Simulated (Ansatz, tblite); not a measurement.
# The cluster Cu₂Pt: charged states by level of theory

Aim: the energy of removing and adding an electron for the cluster Cu₂Pt, by energy differences, and how well orbital energies stand in for it.

The runs use Ansatz 0.2.0, Gaussian basis; as each input shows.

Plan: charge +1 doublet, at the geometry of the singlet (PBE0-D4/def2-TZVP, PBE-D4/def2-TZVP, r2SCAN-D4/def2-TZVP); charge +1 doublet, relaxed (PBE0-D4/def2-TZVP, PBE-D4/def2-TZVP); charge -1 doublet, at the geometry of the singlet (PBE0-D4/def2-TZVPD, PBE-D4/def2-TZVPD, r2SCAN-D4/def2-TZVPD); the starting singlet's energies come from earlier runs.

2 further runs of the same task are left out: 1 that didn't finish, 1 set aside as unsound or not needed.

## (1) The relaxed structure

The geometry is that of the singlet, from an earlier relaxation (r2SCAN-D4/def2-TZVP). At that level it is the lowest of the isomers that a small search found.

3 atoms, charge 0, spin multiplicity 1.

Atoms are counted from 1 here; the program's logs count them from 0.

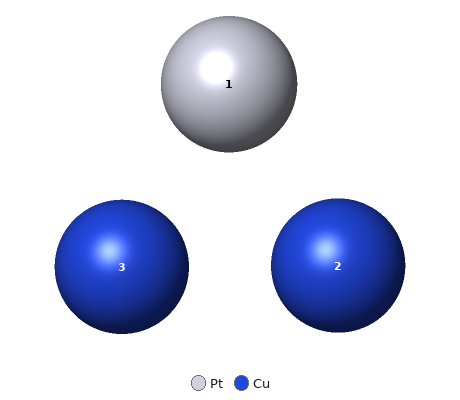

The structure; platinum light grey, copper blue; atoms are numbered from 1 in the order of the file.

Pt takes a core potential in the def2 sets. No spin-orbit coupling is included.

## (2) Charge +1 doublet at the fixed geometry, first pass, PBE0-D4/def2-SVP

File in.yaml:

```yaml
crystal:
  periodic: [false, false, false]
  atoms:
    - {symbol: Pt, position_ang: [0.200941, -1.326364, 0.144036]}
    - {symbol: Cu, position_ang: [0.649248, 0.876220, 0.843785]}
    - {symbol: Cu, position_ang: [-0.850188, 0.450143, -0.987821]}
basis:
  gaussian: {orbitals: def2-SVP}
total_charge: 1
magnetization: {spin_polarized: true, initial_magnetization: 1}
hamiltonian: {xc: pbe0, dispersion: d4}
output: {orbitals: {seedname: orbitals}}
```

Command:

```bash
$ ansatz run in.yaml --threads 4 --pin off --events-out ev --progress --plain --max-ram 3916MiB
```

What it wrote:

```text
Functional definition: PBE0
  name "PBE0"
  cite "Adamo & Barone, J. Chem. Phys. 110, 6158 (1999) doi:10.1063/1.478522"
  cite "Perdew, Burke & Ernzerhof, Phys. Rev. Lett. 77, 3865 (1996) doi:10.1103/PhysRevLett.77.3865"
  parent pbe
  parameter a = 0.25
  parameter kappa = 0.804
  parameter beta = 0.06672455060314922
  exchange = (1 - a)*pbe_x(kappa = kappa, mu = beta*pi^2/3) + a*exact_x
  correlation = pbe_c(beta = beta)
1018 factors; integrals over basis functions are off by at most 1.0e-3 eV
mean field evaluation 1: about -92475.1881 eV, gradient 8.1e1 eV
mean field evaluation 2: about -91458.4361 eV, gradient 4.6e2 eV
mean field evaluation 4: about -92470.5259 eV, gradient 7.0e1 eV
mean field evaluation 8: about -92495.8050 eV, gradient 2.5e-1 eV
mean field evaluation 16: about -92495.9096 eV, gradient 5.6e-2 eV
mean field evaluation 32: about -92495.9119 eV, gradient 2.9e-4 eV
mean field evaluation 64: about -92495.8411 eV, gradient 3.5e-1 eV
mean field -92495.91190339 eV, -3399.1620664687 hartree, gradient 5.8e-6 eV, S^2 0.754227; 4 other end points of the search recorded, 0 dependent functions left out
reference -92495.91196902 eV, -3399.1620688806 hartree; 38, 37 occupied and 56, 57 virtual orbitals, 1018 factors
Total energy: -92495.99641548 eV, -3399.1651722307 hartree
```

Wall time 9.5 s (4 threads of Arm Neoverse V2, shared host).

Report: HOMO -11.48 eV, LUMO -8.80 eV (over both spins); ⟨S²⟩ 0.754 (pure: 0.75).

## (3) Charge +1 doublet at the fixed geometry, PBE0-D4/def2-TZVP

start.molden holds the orbitals of an earlier run on this state, given as this run's starting guess.

Edit in.yaml of step 2 so:

```diff
@@ -7,3 +7,3 @@
 basis:
-  gaussian: {orbitals: def2-SVP}
+  gaussian: {orbitals: def2-TZVP, initial_orbitals: start.molden}
 total_charge: 1
@@ -11,2 +11,3 @@
 hamiltonian: {xc: pbe0, dispersion: d4}
+scf: {omitted_lower_state_checks: [starts]}
 output: {orbitals: {seedname: orbitals}}
```

The command is unchanged.

What it wrote, cut to the lines that bear on the results:

```text
Functional definition: PBE0
  name "PBE0"
  cite "Adamo & Barone, J. Chem. Phys. 110, 6158 (1999) doi:10.1063/1.478522"
  cite "Perdew, Burke & Ernzerhof, Phys. Rev. Lett. 77, 3865 (1996) doi:10.1103/PhysRevLett.77.3865"
  parent pbe
[...]
1322 factors; integrals over basis functions are off by at most 3.8e-4 eV
[...]
mean field -92509.12591049 eV, -3399.6476722727 hartree, gradient 6.2e-6 eV, S^2 0.754285; 0 other end points of the search recorded, 0 dependent functions left out
reference -92509.12594135 eV, -3399.6476734067 hartree; 38, 37 occupied and 92, 93 virtual orbitals, 1322 factors
Total energy: -92509.21038780 eV, -3399.6507767569 hartree
Checks for a lower state left out: starts
```

Run time: 8 s. Hardware: 4 threads of Arm Neoverse V2, shared host; peak memory 0.58 GiB.

Report: HOMO -11.84 eV, LUMO -9.01 eV (over both spins); ⟨S²⟩ 0.754 (pure: 0.75).

## (4) Charge +1 doublet at the fixed geometry, PBE-D4/def2-TZVP

Edit in.yaml of step 3 so:

```diff
@@ -10,3 +10,3 @@
 magnetization: {spin_polarized: true, initial_magnetization: 1}
-hamiltonian: {xc: pbe0, dispersion: d4}
+hamiltonian: {xc: pbe, dispersion: d4}
 scf: {omitted_lower_state_checks: [starts]}
```

Launched as before.

What it wrote:

```text
Functional definition: PBE
  name "PBE"
  cite "Perdew, Burke & Ernzerhof, Phys. Rev. Lett. 77, 3865 (1996) doi:10.1103/PhysRevLett.77.3865"
  parent pbe
  parameter kappa = 0.804
  parameter beta = 0.06672455060314922
  exchange = pbe_x(kappa = kappa, mu = beta*pi^2/3)
  correlation = pbe_c(beta = beta)
these checks for a lower state are left out or cut short: starts
1302 factors; their error is unknown
mean field evaluation 1: about -92510.5420 eV, gradient 8.1e0 eV
mean field evaluation 2: about -92510.8504 eV, gradient 2.1e0 eV
mean field evaluation 4: about -92510.8069 eV, gradient 1.1e-1 eV
mean field evaluation 8: about -92510.7185 eV, gradient 5.5e0 eV
mean field evaluation 16: about -92510.8138 eV, gradient 1.4e-5 eV
mean field -92510.81377139 eV, -3399.7097000168 hartree, gradient 1.9e-6 eV, S^2 0.756587; 0 other end points of the search recorded, 0 dependent functions left out
reference -92510.81381225 eV, -3399.7097015183 hartree; 38, 37 occupied and 92, 93 virtual orbitals, 1302 factors
Total energy: -92510.91406895 eV, -3399.7133858844 hartree
Checks for a lower state left out: starts
```

It took 11 s on 4 threads of Arm Neoverse V2, shared host.

From the report: HOMO -10.64 eV, LUMO -10.68 eV (over both spins; with the spin held, an empty level of the minority spin lies below the top filled one); ⟨S²⟩ 0.757 (pure: 0.75).

## (5) Charge +1 doublet at the fixed geometry, r2SCAN-D4/def2-TZVP

Edit in.yaml of step 4 so:

```diff
@@ -10,3 +10,3 @@
 magnetization: {spin_polarized: true, initial_magnetization: 1}
-hamiltonian: {xc: pbe, dispersion: d4}
+hamiltonian: {xc: r2scan, dispersion: d4}
 scf: {omitted_lower_state_checks: [starts]}
```

The command is unchanged.

What it wrote, cut to the lines that bear on the results:

```text
Functional definition: r2SCAN
  name "r2SCAN"
  cite "Furness, Kaplan, Ning, Perdew & Sun, J. Phys. Chem. Lett. 11, 8208 (2020) doi:10.1021/acs.jpclett.0c02405"
  cite "Furness, Kaplan, Ning, Perdew & Sun, J. Phys. Chem. Lett. 11, 9248 (2020) doi:10.1021/acs.jpclett.0c03077"
  parent r2scan
[...]
1302 factors; their error is unknown
[...]
mean field -92523.34597058 eV, -3400.1702498424 hartree, gradient 8.4e-6 eV, S^2 0.757332; 0 other end points of the search recorded, 0 dependent functions left out
reference -92523.34598721 eV, -3400.1702504537 hartree; 38, 37 occupied and 92, 93 virtual orbitals, 1302 factors
Total energy: -92523.36298309 eV, -3400.1708750407 hartree
Checks for a lower state left out: starts
```

It took 20 s on 4 threads of Arm Neoverse V2, shared host.

From the report: HOMO -10.51 eV, LUMO -10.20 eV (over both spins); ⟨S²⟩ 0.757 (pure: 0.75).

## (6) Vertical ionisation energy

Charged state less starting state, singlet to doublet; the starting state's energies are those of its earlier runs.

```tsv
level	vertical ionisation energy (eV)	time
PBE-D4/def2-TZVP	+7.41	12 s
r2SCAN-D4/def2-TZVP	+7.14	24 s
PBE0-D4/def2-TZVP	+7.03	11 s
```

Times add the two runs; a level without a time comes out of a correlated run.

Beside −ε(HOMO) of the starting state:

```tsv
level	−ε(HOMO) (eV)	by difference (eV)	mismatch (eV)
PBE-D4/def2-TZVP	4.13	7.41	-3.27
r2SCAN-D4/def2-TZVP	4.18	7.14	-2.97
PBE0-D4/def2-TZVP	5.16	7.03	-1.88
```

## (7) Relaxing the charge +1 doublet

Edit in.yaml of step 5 so:

```diff
@@ -7,3 +7,3 @@
 basis:
-  gaussian: {orbitals: def2-TZVP, initial_orbitals: start.molden}
+  gaussian: {orbitals: def2-TZVP}
 total_charge: 1
@@ -11,3 +11,4 @@
 hamiltonian: {xc: r2scan, dispersion: d4}
-scf: {omitted_lower_state_checks: [starts]}
+scf: {lower_state_search: "off"}
 output: {orbitals: {seedname: orbitals}}
+relax: {f_tol: 0.02, max_steps: 100}
```

Same command.

What it wrote, cut to the lines that bear on the results:

```text
Functional definition: r2SCAN
  name "r2SCAN"
  cite "Furness, Kaplan, Ning, Perdew & Sun, J. Phys. Chem. Lett. 11, 8208 (2020) doi:10.1021/acs.jpclett.0c02405"
  cite "Furness, Kaplan, Ning, Perdew & Sun, J. Phys. Chem. Lett. 11, 9248 (2020) doi:10.1021/acs.jpclett.0c03077"
  parent r2scan
[...]
1302 factors; their error is unknown
[...]
mean field -92523.34597058 eV, -3400.1702498424 hartree, gradient 6.0e-6 eV, S^2 0.757332; 0 other end points of the search recorded, 0 dependent functions left out
[...]
reference -92523.34598721 eV, -3400.1702504537 hartree; 38, 37 occupied and 92, 93 virtual orbitals, 1302 factors
relax step   1: F+E_penalty+E_count = -92523.36296646 eV  Δ(F+E_penalty+E_count) = +0.000e0 eV  max|allowed force component| = 5.904e-1 eV/Å  Δτ_max = 0.0000 Å  (31 SCF iters, accepted)
[...]
relax step   3: F+E_penalty+E_count = -92523.37935709 eV  Δ(F+E_penalty+E_count) = -1.229e-3 eV  max|allowed force component| = 2.165e-2 eV/Å  Δτ_max = 0.0083 Å  (28 SCF iters, accepted)
[...]
relax step   4: F+E_penalty+E_count = -92523.37952309 eV  Δ(F+E_penalty+E_count) = -1.660e-4 eV  max|allowed force component| = 6.896e-3 eV/Å  Δτ_max = 0.0069 Å  (29 SCF iters, accepted)
Total energy: -92523.37953976 eV, -3400.1714834872 hartree
Atom 0 at     0.203578    -1.343751     0.145927 Å, force     0.001045    -0.006896     0.000749 eV/Å
Atom 1 at     0.663811     0.889423     0.862238 Å, force    -0.003881     0.002493    -0.004477 eV/Å
Atom 2 at    -0.867387     0.454327    -1.008166 Å, force     0.002836     0.004403     0.003728 eV/Å
Dipole moment:    -0.108868     0.718606    -0.078038 e Å
Checks for a lower state left out: stability, starts, cluster_reference, orbital_swaps, neighbouring_geometries, increment
```

Wall time 20 s (4 threads of Arm Neoverse V2, shared host).

The steps of the relaxation:

```tsv
step	energy from step 1 (eV)	largest force component (eV/Å)
1	0.0000	0.5904
2	-0.0152	0.0907
3	-0.0164	0.0217
4	-0.0166	0.0069
```

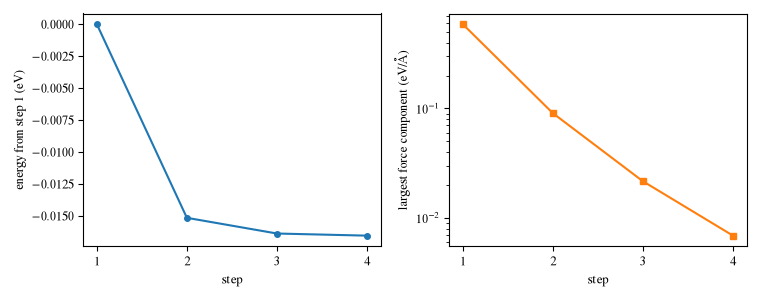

Energy and largest force along the relaxation.

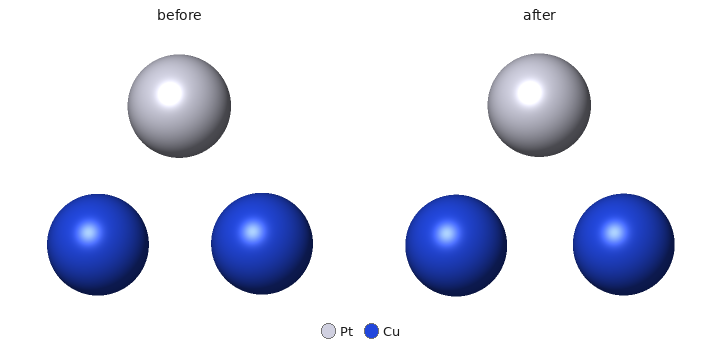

Before and after, at one scale.

Distances of close pairs at the start and the end, largest changes first:

```tsv
bond	before (Å)	after (Å)	change (Å)
Cu2–Cu3	2.405	2.456	+0.051
Pt1–Cu3	2.354	2.390	+0.036
Pt1–Cu2	2.354	2.390	+0.036
```

## (8) Charge +1 doublet, PBE0-D4/def2-TZVP

File in.yaml:

```yaml
crystal:
  periodic: [false, false, false]
  atoms:
    - {symbol: Pt, position_ang: [0.203578, -1.343751, 0.145927]}
    - {symbol: Cu, position_ang: [0.663811, 0.889423, 0.862238]}
    - {symbol: Cu, position_ang: [-0.867387, 0.454327, -1.008166]}
basis:
  gaussian: {orbitals: def2-TZVP, initial_orbitals: start.molden}
total_charge: 1
magnetization: {spin_polarized: true, initial_magnetization: 1}
hamiltonian: {xc: pbe0, dispersion: d4}
scf: {omitted_lower_state_checks: [starts]}
output: {orbitals: {seedname: orbitals}}
```

The command is unchanged.

What it wrote, cut to the lines that bear on the results:

```text
Functional definition: PBE0
  name "PBE0"
  cite "Adamo & Barone, J. Chem. Phys. 110, 6158 (1999) doi:10.1063/1.478522"
  cite "Perdew, Burke & Ernzerhof, Phys. Rev. Lett. 77, 3865 (1996) doi:10.1103/PhysRevLett.77.3865"
  parent pbe
[...]
1322 factors; integrals over basis functions are off by at most 4.4e-4 eV
[...]
mean field -92509.18491781 eV, -3399.6498407517 hartree, gradient 3.7e-6 eV, S^2 0.754207; 0 other end points of the search recorded, 0 dependent functions left out
reference -92509.18494876 eV, -3399.6498418892 hartree; 38, 37 occupied and 92, 93 virtual orbitals, 1322 factors
Total energy: -92509.26931169 eV, -3399.6529421698 hartree
Checks for a lower state left out: starts
```

Wall time 8.5 s (4 threads of Arm Neoverse V2, shared host); peak memory 0.58 GiB.

HOMO -11.84 eV, LUMO -8.95 eV (over both spins); ⟨S²⟩ 0.754 (pure: 0.75).

## (9) Charge +1 doublet, PBE-D4/def2-TZVP

Edit in.yaml of step 8 so:

```diff
@@ -10,3 +10,3 @@
 magnetization: {spin_polarized: true, initial_magnetization: 1}
-hamiltonian: {xc: pbe0, dispersion: d4}
+hamiltonian: {xc: pbe, dispersion: d4}
 scf: {omitted_lower_state_checks: [starts]}
```

Same command.

What it wrote:

```text
Functional definition: PBE
  name "PBE"
  cite "Perdew, Burke & Ernzerhof, Phys. Rev. Lett. 77, 3865 (1996) doi:10.1103/PhysRevLett.77.3865"
  parent pbe
  parameter kappa = 0.804
  parameter beta = 0.06672455060314922
  exchange = pbe_x(kappa = kappa, mu = beta*pi^2/3)
  correlation = pbe_c(beta = beta)
these checks for a lower state are left out or cut short: starts
1302 factors; their error is unknown
mean field evaluation 1: about -92510.5798 eV, gradient 8.1e0 eV
mean field evaluation 2: about -92510.8838 eV, gradient 2.1e0 eV
mean field evaluation 4: about -92510.8435 eV, gradient 1.1e-1 eV
mean field evaluation 8: about -92510.8446 eV, gradient 2.2e-5 eV
mean field evaluation 16: about -92510.8447 eV, gradient 2.0e-1 eV
mean field evaluation 32: about -92510.8464 eV, gradient 1.2e-4 eV
mean field -92510.84637659 eV, -3399.7108982359 hartree, gradient 2.6e-6 eV, S^2 0.756326; 1 other end points of the search recorded, 0 dependent functions left out
reference -92510.84641749 eV, -3399.7108997390 hartree; 38, 37 occupied and 92, 93 virtual orbitals, 1302 factors
Total energy: -92510.94653298 eV, -3399.7145789152 hartree
Checks for a lower state left out: starts
```

Wall time 14 s (4 threads of Arm Neoverse V2, shared host).

Report: HOMO -10.62 eV, LUMO -10.67 eV (over both spins; with the spin held, an empty level of the minority spin lies below the top filled one); ⟨S²⟩ 0.756 (pure: 0.75); the next solution that the search met lies 0.002 eV higher.

## (10) Adiabatic ionisation energy

Charged state less starting state, singlet to doublet; the starting state's energies are those of its earlier runs.

```tsv
level	adiabatic ionisation energy (eV)	time
PBE-D4/def2-TZVP	+7.37	16 s
PBE0-D4/def2-TZVP	+6.97	11 s
```

Times add the two runs; a level without a time comes out of a correlated run.

## (11) Charge -1 doublet at the fixed geometry, first pass, PBE0-D4/def2-SVP

File in.yaml:

```yaml
crystal:
  periodic: [false, false, false]
  atoms:
    - {symbol: Pt, position_ang: [0.200941, -1.326364, 0.144036]}
    - {symbol: Cu, position_ang: [0.649248, 0.876220, 0.843785]}
    - {symbol: Cu, position_ang: [-0.850188, 0.450143, -0.987821]}
basis:
  gaussian: {orbitals: def2-SVP}
total_charge: -1
magnetization: {spin_polarized: true, initial_magnetization: 1}
hamiltonian: {xc: pbe0, dispersion: d4}
output: {orbitals: {seedname: orbitals}}
```

The command is unchanged.

What it wrote, cut to the lines that bear on the results:

```text
Functional definition: PBE0
  name "PBE0"
  cite "Adamo & Barone, J. Chem. Phys. 110, 6158 (1999) doi:10.1063/1.478522"
  cite "Perdew, Burke & Ernzerhof, Phys. Rev. Lett. 77, 3865 (1996) doi:10.1103/PhysRevLett.77.3865"
  parent pbe
[...]
1018 factors; integrals over basis functions are off by at most 1.0e-3 eV
[...]
mean field -92503.31826085 eV, -3399.4342450851 hartree, gradient 1.0e-5 eV, S^2 0.806658; 7 other end points of the search recorded, 0 dependent functions left out
reference -92503.31828662 eV, -3399.4342460323 hartree; 39, 38 occupied and 55, 56 virtual orbitals, 1018 factors
Total energy: -92503.41276385 eV, -3399.4377180064 hartree
```

Wall time 17 s (4 threads of Arm Neoverse V2, shared host).

HOMO 0.79 eV, LUMO 2.08 eV (over both spins); ⟨S²⟩ 0.807 (pure: 0.75). Doubts: highest occupied level lies above zero.

## (12) Charge -1 doublet at the fixed geometry, PBE0-D4/def2-TZVPD

Edit in.yaml of step 11 so:

```diff
@@ -7,3 +7,3 @@
 basis:
-  gaussian: {orbitals: def2-SVP}
+  gaussian: {orbitals: def2-TZVPD, initial_orbitals: start.molden}
 total_charge: -1
@@ -11,2 +11,3 @@
 hamiltonian: {xc: pbe0, dispersion: d4}
+scf: {omitted_lower_state_checks: [starts]}
 output: {orbitals: {seedname: orbitals}}
```

Same command.

What it wrote, cut to the lines that bear on the results:

```text
Functional definition: PBE0
  name "PBE0"
  cite "Adamo & Barone, J. Chem. Phys. 110, 6158 (1999) doi:10.1063/1.478522"
  cite "Perdew, Burke & Ernzerhof, Phys. Rev. Lett. 77, 3865 (1996) doi:10.1103/PhysRevLett.77.3865"
  parent pbe
[...]
1342 factors; integrals over basis functions are off by at most 3.8e-4 eV
[...]
mean field -92517.17550706 eV, -3399.9434894904 hartree, gradient 1.0e-5 eV, S^2 0.784064; 0 other end points of the search recorded, 0 dependent functions left out
reference -92517.17553882 eV, -3399.9434906576 hartree; 39, 38 occupied and 100, 101 virtual orbitals, 1342 factors
Total energy: -92517.27001605 eV, -3399.9469626318 hartree
Checks for a lower state left out: starts
```

Run time: 8 s. Hardware: 4 threads of Arm Neoverse V2, shared host; peak memory 0.55 GiB.

From the report: HOMO 0.38 eV, LUMO 1.70 eV (over both spins); ⟨S²⟩ 0.784 (pure: 0.75). Doubts: highest occupied level lies above zero.

## (13) Charge -1 doublet at the fixed geometry, PBE-D4/def2-TZVPD

Edit in.yaml of step 12 so:

```diff
@@ -10,3 +10,3 @@
 magnetization: {spin_polarized: true, initial_magnetization: 1}
-hamiltonian: {xc: pbe0, dispersion: d4}
+hamiltonian: {xc: pbe, dispersion: d4}
 scf: {omitted_lower_state_checks: [starts]}
```

The command is unchanged.

What it wrote:

```text
Functional definition: PBE
  name "PBE"
  cite "Perdew, Burke & Ernzerhof, Phys. Rev. Lett. 77, 3865 (1996) doi:10.1103/PhysRevLett.77.3865"
  parent pbe
  parameter kappa = 0.804
  parameter beta = 0.06672455060314922
  exchange = pbe_x(kappa = kappa, mu = beta*pi^2/3)
  correlation = pbe_c(beta = beta)
these checks for a lower state are left out or cut short: starts
1315 factors; their error is unknown
mean field evaluation 1: about -92519.2955 eV, gradient 8.1e0 eV
mean field evaluation 2: about -92519.5688 eV, gradient 5.8e-1 eV
mean field evaluation 4: about -92519.5493 eV, gradient 8.3e-2 eV
mean field evaluation 8: about -92519.5493 eV, gradient 1.3e-5 eV
mean field -92519.54931031 eV, -3400.0307251511 hartree, gradient 1.3e-5 eV, S^2 0.768543; 0 other end points of the search recorded, 0 dependent functions left out
reference -92519.54935168 eV, -3400.0307266712 hartree; 39, 38 occupied and 100, 101 virtual orbitals, 1315 factors
Total energy: -92519.66151530 eV, -3400.0348486082 hartree
Checks for a lower state left out: starts
```

It took 3.9 s on 4 threads of Arm Neoverse V2, shared host.

Report: HOMO 0.72 eV, LUMO 0.99 eV (over both spins); ⟨S²⟩ 0.769 (pure: 0.75). Doubts: highest occupied level lies above zero.

## (14) Charge -1 doublet at the fixed geometry, r2SCAN-D4/def2-TZVPD

Edit in.yaml of step 13 so:

```diff
@@ -10,3 +10,3 @@
 magnetization: {spin_polarized: true, initial_magnetization: 1}
-hamiltonian: {xc: pbe, dispersion: d4}
+hamiltonian: {xc: r2scan, dispersion: d4}
 scf: {omitted_lower_state_checks: [starts]}
```

The command is unchanged.

What it wrote, cut to the lines that bear on the results:

```text
Functional definition: r2SCAN
  name "r2SCAN"
  cite "Furness, Kaplan, Ning, Perdew & Sun, J. Phys. Chem. Lett. 11, 8208 (2020) doi:10.1021/acs.jpclett.0c02405"
  cite "Furness, Kaplan, Ning, Perdew & Sun, J. Phys. Chem. Lett. 11, 9248 (2020) doi:10.1021/acs.jpclett.0c03077"
  parent r2scan
[...]
1315 factors; their error is unknown
[...]
mean field -92531.79060607 eV, -3400.4805844727 hartree, gradient 2.6e-6 eV, S^2 0.882555; 0 other end points of the search recorded, 0 dependent functions left out
reference -92531.79064851 eV, -3400.4805860325 hartree; 39, 38 occupied and 100, 101 virtual orbitals, 1315 factors
Total energy: -92531.80965782 eV, -3400.4812846116 hartree
Checks for a lower state left out: starts
```

It took 11 s on 4 threads of Arm Neoverse V2, shared host.

HOMO 0.53 eV, LUMO 1.13 eV (over both spins); ⟨S²⟩ 0.883 (pure: 0.75). Doubts: highest occupied level lies above zero.

## (15) Vertical electron affinity

Starting state less charged state (positive: the electron is bound), singlet to doublet; the starting state's energies are those of its earlier runs.

```tsv
level	vertical electron affinity (eV)	time
PBE-D4/def2-TZVPD	+1.31	5.8 s
r2SCAN-D4/def2-TZVPD	+1.28	15 s
PBE0-D4/def2-TZVPD	+1.01	11 s
```

Times add the two runs; a level without a time comes out of a correlated run.

Beside −ε(LUMO) of the starting state:

```tsv
level	−ε(LUMO) (eV)	by difference (eV)	mismatch (eV)
PBE-D4/def2-TZVPD	3.42	1.31	+2.10
r2SCAN-D4/def2-TZVPD	3.16	1.28	+1.88
PBE0-D4/def2-TZVPD	2.41	1.01	+1.40
```

## (16) Results

| quantity | value |
| --- | --- |
| vertical ionisation energy, functionals in def2-TZVP | 7.03 (PBE0-D4) to 7.41 eV (PBE-D4) |
| adiabatic ionisation energy, functionals in def2-TZVP | 6.97 (PBE0-D4) to 7.37 eV (PBE-D4) |
| vertical electron affinity, functionals in def2-TZVPD | 1.01 (PBE0-D4) to 1.31 eV (PBE-D4) |
| relaxation of the cation side, PBE-D4/def2-TZVP | 0.03 eV |

The vertical ionisation energy spans 7.03 to 7.41 eV over the functionals. −ε(HOMO) misses the level's own difference by -1.88 eV at best (PBE0-D4) and -3.27 eV at worst (PBE-D4). The adiabatic ionisation energy spans 6.97 to 7.37 eV over the functionals. The vertical electron affinity spans 1.01 to 1.31 eV over the functionals. The anion's highest level lies above zero where self-interaction lifts it, so diffuse functions weigh on these values. −ε(LUMO) misses the level's own difference by +1.40 eV at best (PBE0-D4) and +2.10 eV at worst (PBE-D4). Relaxing the oxidised state gains 0.03 eV at PBE-D4/def2-TZVP. The charged states' spins were chosen beforehand and needn't be their lowest.

The anion's highest level is positive in at least one run, so there the basis alone may hold the extra electron.
